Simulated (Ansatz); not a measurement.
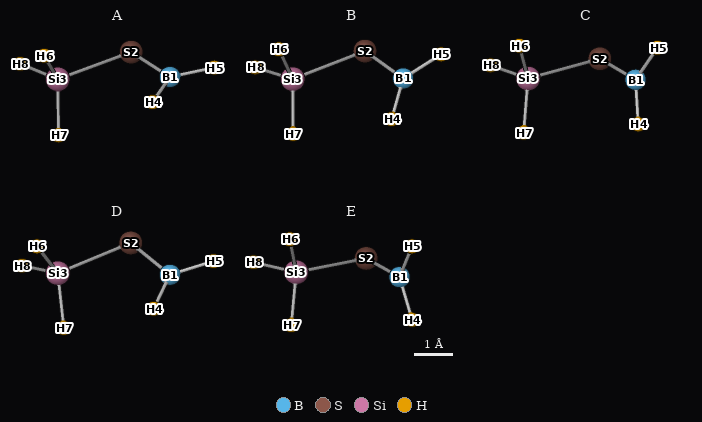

5 geometries from one relaxation of BSiH5S (coarse preliminary run), in shuffled order. A ball-and-stick model, seen at a tilt.

The start comes from a force field.

Method: Ansatz, RKS PBE-D4/def2-SVP. Settings: force threshold 0.03 eV/Å; at most 200 steps.

Question: Order the frames from highest to lowest energy.

Answer: E, C, B, D, A. They are steps 0, 4, 7, 9, 16, at +71.1 kJ/mol, +54.6 kJ/mol, +17.5 kJ/mol, +2.35 kJ/mol relative to the last. After 15 accepted moves (16 points after the start) the energy has fallen by 71.1 kJ/mol. The largest force component goes from 0.75 to 0.026 eV/Å. The line search rejected the trial step at point 15 of the run. The atom that moves furthest after the best rigid fit is H5 (1.36 Å). By element the largest moves are H 1.36 Å, S 0.40 Å, B 0.17 Å, Si 0.15 Å. Some distances before and after: S2–Si3 2.116 → 2.190 Å, B1–S2 1.844 → 1.787 Å, Si3–H8 1.476 → 1.502 Å, B1–H5 1.201 → 1.213 Å. Bond angles that change, for instance: B1–S2–Si3 90.5° → 99.9°, H4–B1–H5 115.7° → 122.1°, S2–Si3–H8 112.0° → 106.8°. Groups turn about B1–S2 by about 85°.
